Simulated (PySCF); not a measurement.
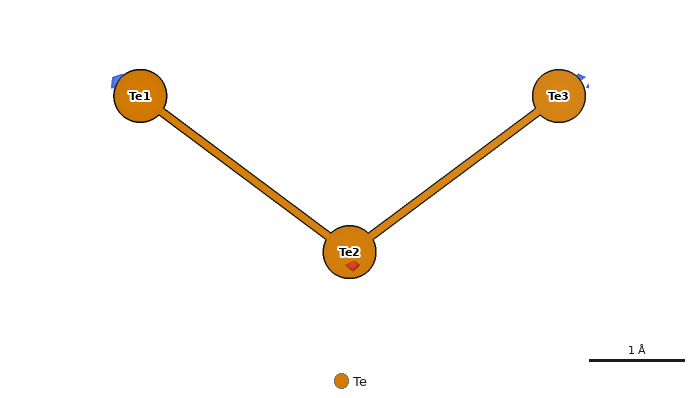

Figure. [Te3]2- (Te3, charge −2). Deformation density (molecule less spherical, spin-averaged free atoms at the same positions), surfaces at ±0.2 e/Å³; red: gain, blue: loss.

Method: PBE0/def2-SVPD; geometry: GFN2-xTB; program: PySCF. Core potentials replace the inner electrons of Te; spin–orbit coupling isn't included. The highest occupied orbitals have positive energy: in the gas phase this ion holds its electrons only through the finite basis. This is a single-reference result, which may miss multireference character in this system. No frequency check shows the geometry to be a minimum. GFN2-xTB bond lengths at metals and heavier atoms can be off by up to 0.1 Å and shapes distorted, which carries into these values.

Describe the bonding that the map shows.

Te1–Te2 and Te2–Te3: +0.04 e/Å³ at the bond critical point (bond length 2.77 Å). In all, 2.4 electrons gather in the regions of gain relative to the promolecule of neutral atoms (this includes the anion's extra charge). A small or negative value marks a very polar bond, one between electron-rich atoms, whose free-atom densities already overlap strongly, a long bond to a heavier atom, or a closed-shell contact such as a hydrogen bond.

Where do the Hirshfeld charges lie?

The highest Hirshfeld charge is on Te2 (−0.34 e), the lowest on Te1 and Te3 (−0.83 e).
